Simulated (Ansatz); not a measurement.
MnI3 (4 atoms in the cell), run with Ansatz.

```
crystal:
  lattice:
    - [5.5775439773, 0.0, 0.0]
    - [0.0, 5.5775439773, 0.0]
    - [0.0, 0.0, 5.5775439773]
  atoms:
    - { symbol: Mn, position: [0.0, 0.0, 0.0], spin: 4.0 }
    - { symbol: I, position: [0.5, 0.0, 0.0] }
    - { symbol: I, position: [0.0, 0.0, 0.5] }
    - { symbol: I, position: [0.0, 0.5, 0.0] }
basis:
  ecutwfc: 420
  ecutrho_ratio: 4
kpoints:
  mp_grid: { grid: [6, 5, 7] }
hamiltonian:
  xc: pbe
scf:
  occupations: { method: gaussian, width: 0.05 }
  max_iter: 80
output:
  forces: true
  stress: true
magnetization:
  spin_polarized: true
```

Command:
```bash
ansatz run input.yaml --threads 2 --pin off --max-ram 2662MiB --backend cpu --events-out ev --progress --plain --runs-dir out
```

**How does the iteration go?**

It converged, after 13 iterations. The residual falls almost steadily, with no more than small rises or pauses. The net moment goes from 4.4 to 4.5 μB per cell. The input holds an odd setting (a mesh that breaks the symmetry). The SCF closed, but its energy differs from that of a run with usual settings by more than 1 meV per atom.

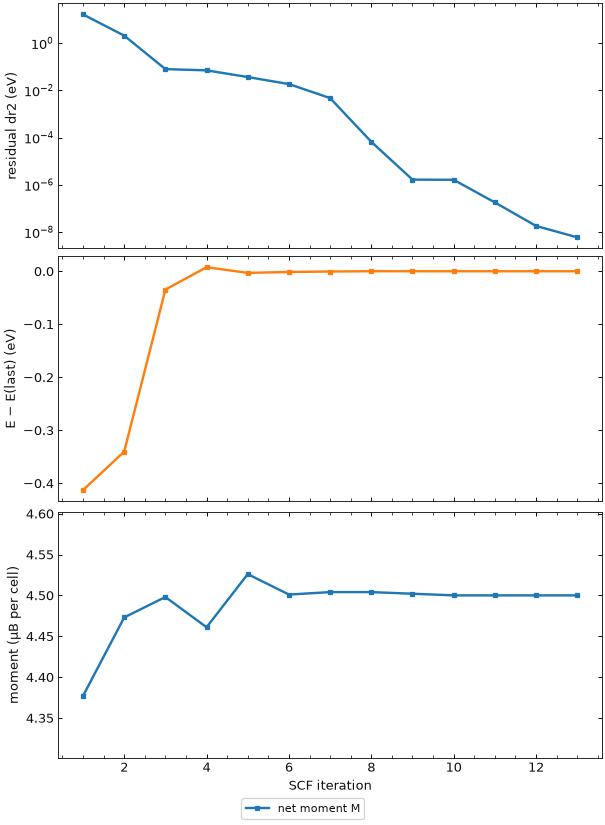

SCF iterations of a calculation: density residual dr2, Harris–Foulkes energy less its last value, magnetic moments. dr2 is the charge part; the magnetisation has a residual of its own.
